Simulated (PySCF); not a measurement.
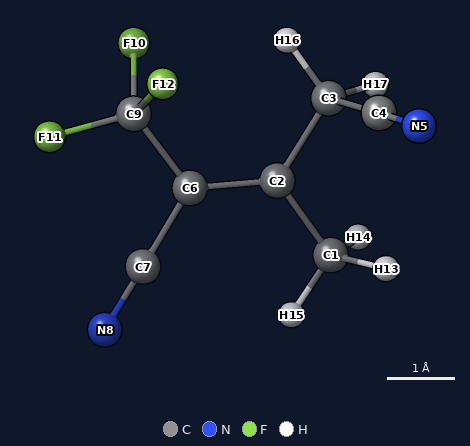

The input geometry (ball-and-stick view, seen at a tilt; atoms are numbered from 1 in the order of the input).

**C7H5F3N2: NMR shielding calculation**

The run: NMR shielding calculation of C7H5F3N2. Method and program: GIAO PBE0/pcSseg-1 NMR shielding, non-relativistic, gas phase (PySCF 2.14.0).

The geometry comes from this level: GFN2-xTB. Figures and captions count atoms from 1; the log counts them from 0 in places.

Output:
```
coarse grid: 16088 points
cycle   1  E = -677.6365217650  dE =  2.090e+00  |g| = 1.069e+00  |ddm| = 4.218e+00
cycle   2  E = -677.0591492958  dE =  5.774e-01  |g| = 2.035e+00  |ddm| = 2.417e+00
cycle   3  E = -677.8360337208  dE = -7.769e-01  |g| = 3.392e-01  |ddm| = 1.823e+00
cycle   4  E = -677.8582230006  dE = -2.219e-02  |g| = 1.027e-01  |ddm| = 2.861e-01
cycle   5  E = -677.8602235583  dE = -2.001e-03  |g| = 2.951e-02  |ddm| = 1.001e-01
cycle   6  E = -677.8603970737  dE = -1.735e-04  |g| = 8.300e-03  |ddm| = 2.655e-02
cycle   7  E = -677.8604104929  dE = -1.342e-05  |g| = 3.131e-03  |ddm| = 8.218e-03
cycle   8  E = -677.8604122602  dE = -1.767e-06  |g| = 1.158e-03  |ddm| = 2.730e-03
final grid: 162112 points
cycle   9  E = -677.9497842311  dE = -6.211e-05  |g| = 7.282e-03  |ddm| = 4.325e-02
cycle  10  E = -677.9497772105  dE =  7.021e-06  |g| = 9.823e-03  |ddm| = 1.424e-02
cycle  11  E = -677.9497949813  dE = -1.777e-05  |g| = 2.610e-03  |ddm| = 8.067e-03
cycle  12  E = -677.9497963407  dE = -1.359e-06  |g| = 6.683e-04  |ddm| = 2.141e-03
cycle  13  E = -677.9497964250  dE = -8.425e-08  |g| = 1.638e-04  |ddm| = 5.608e-04
cycle  14  E = -677.9497964292  dE = -4.185e-09  |g| = 4.437e-05  |ddm| = 1.223e-04
cycle  15  E = -677.9497964295  dE = -3.081e-10  |g| = 2.390e-05  |ddm| = 4.827e-05
```

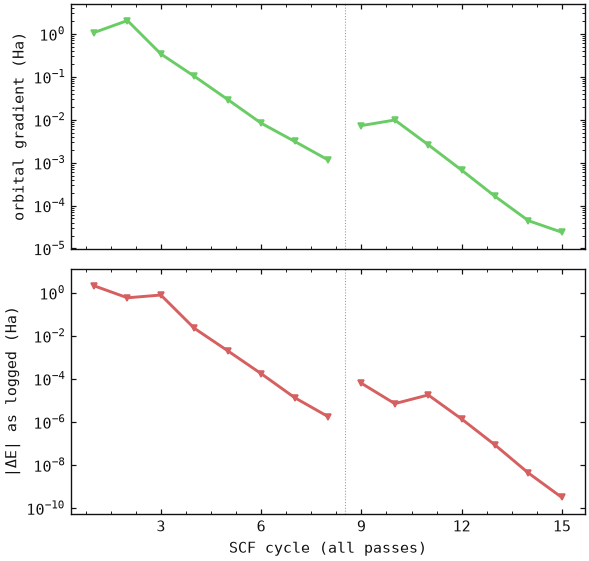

Convergence of the self-consistent field: orbital gradient and size of the energy change against the SCF cycle. The dotted line marks the change from a coarse to the final integration grid. The first 8 cycles use a coarse grid, the final grid takes over at cycle 9, and the field converges after 15 cycles in all.

```
converged SCF energy = -677.9497964295

GIAO shielding tensors (ppm)
atom      isotropic    diamagn.    paramagn.     s11        s22        s33       span
  0 C      160.441     247.399     -86.958    143.149    154.156    184.018     40.869
  1 C       16.415     260.464    -244.049   -107.234     -5.534    162.012    269.245
  2 C      162.865     246.875     -84.010    148.489    165.532    174.573     26.084
  3 C       68.372     261.228    -192.855    -44.333    -42.696    292.147    336.480
  4 N      -38.205     339.155    -377.361   -213.898   -202.161    301.444    515.342
  5 C       72.249     261.839    -189.590    -17.516    110.224    124.038    141.553
  6 C       69.616     259.345    -189.728    -44.245    -40.302    293.396    337.641
  7 N      -70.076     341.059    -411.135   -232.404   -193.191    215.368    447.772
  8 C       56.567     238.474    -181.907     47.884     58.660     63.156     15.272
  9 F      233.557     474.755    -241.197    157.150    207.190    336.332    179.181
 10 F      249.673     467.259    -217.586    185.555    231.854    331.611    146.056
 11 F      234.101     475.526    -241.425    155.816    220.400    326.085    170.270
 12 H       29.014      29.270      -0.256     24.587     28.450     34.006      9.419
 13 H       29.699      28.509       1.190     26.040     27.130     35.928      9.887
 14 H       28.635      30.713      -2.078     23.552     29.124     33.229      9.677
 15 H       27.792      28.968      -1.176     23.113     27.557     32.706      9.594
 16 H       28.796      27.890       0.907     25.660     26.545     34.185      8.525
```

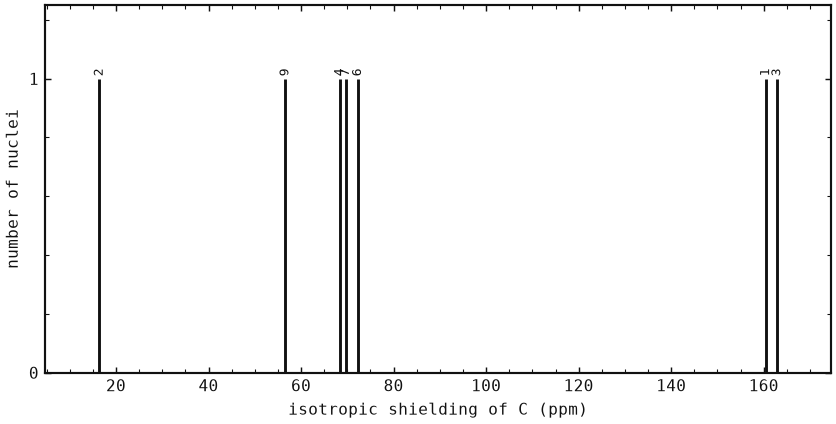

Isotropic shieldings of the carbon nuclei in this fixed geometry, labelled by atom number; shielding grows to the right, so chemical shift grows to the left. The least shielded is C2 (16.4 ppm), the most shielded C3 (162.9 ppm).

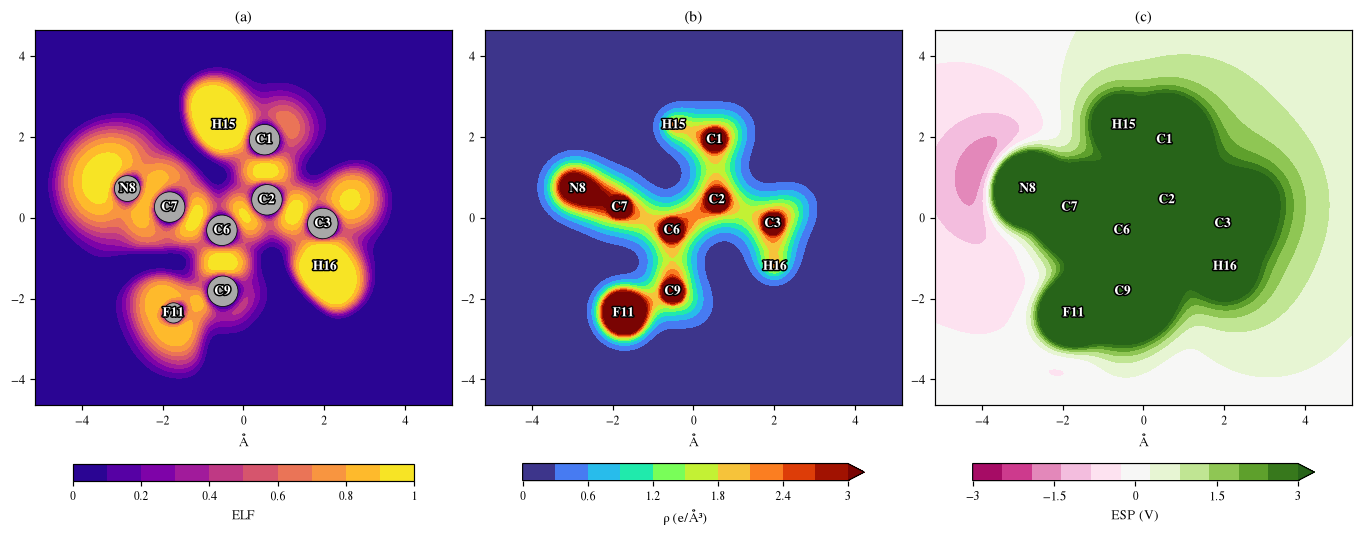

(a) electron localisation function; (b) electron density; (c) molecular electrostatic potential on the plane of atoms C6, C9 and F11. Grey discs, where drawn, cover atomic cores. The section cuts through C, N, F and H sites. C–N (1.14 Å): ρ is about 3.6 e/Å³ halfway; the ELF peaks at about 0.85 between the atoms (a double or triple bond). C–C (1.42 Å): ρ is about 1.9 e/Å³ halfway; the ELF peaks at about 0.95 between the atoms, which marks localised, shared-pair bonding.

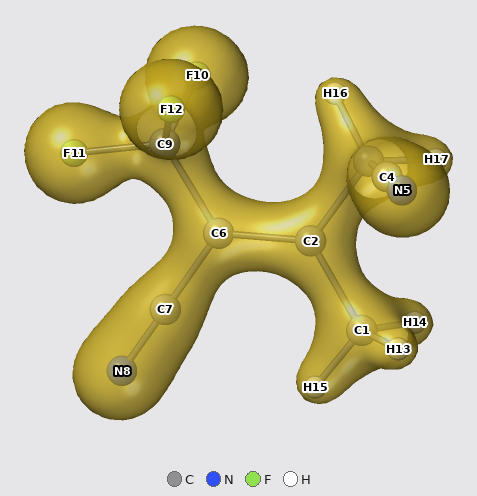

Isosurface of the electron density at 1 e/Å³ (yellow), seen at a tilt. At this value the surface is in one piece. On the grid the lowest density along these lines, outside the cores, is 3.3 e/Å³ (C–N, 1.14 Å), 2 e/Å³ (C–F, 1.33 Å), 2.2 e/Å³ (C–C, 1.35 Å) and 1.9 e/Å³ (C–H, 1.09 Å).

The run was set up as follows.

Input:
```
{"job": {"kind": "nmr", "xc": "PBE0", "basis": "pcSseg-1"}, "charge": 0, "multiplicity": 1}
C      0.916825     1.679340    -0.085463
C      0.214432     0.389248     0.157724
C      0.876987    -0.522200     1.152828
C      2.050259    -1.109392     0.539038
N      2.978707    -1.551405     0.044939
C     -0.916076     0.062746    -0.495788
C     -1.515794     0.932188    -1.438164
N     -2.008367     1.633539    -2.197146
C     -1.657089    -1.231802    -0.270258
F     -2.099919    -1.341418     1.001394
F     -2.724162    -1.361580    -1.055759
F     -0.882896    -2.311243    -0.481047
H      1.959097     1.487422    -0.342122
H      0.910025     2.280538     0.824692
H      0.449995     2.249072    -0.884299
H      0.230723    -1.330307     1.499844
H      1.210255     0.057284     2.019676
```

The first line tells a small driver script what to run in PySCF; the rest is the geometry in Å.

Command:
```bash
OMP_NUM_THREADS=1 python <driver script> task.json out
```

Summary:

- outcome: converged
- total energy: −677.949796 hartree
- HOMO: −8.86 eV
- LUMO: −2.59 eV
- dipole moment: 4.32 D
- isotropic shielding, C: 16.4 to 162.9 ppm
- isotropic shielding, N: −70.1 to −38.2 ppm
- isotropic shielding, F: 233.6 to 249.7 ppm
- isotropic shielding, H: 27.8 to 29.7 ppm
- hardware: 1 CPU thread, shared host
- wall time: 2.7 min
- peak memory: 1 GiB
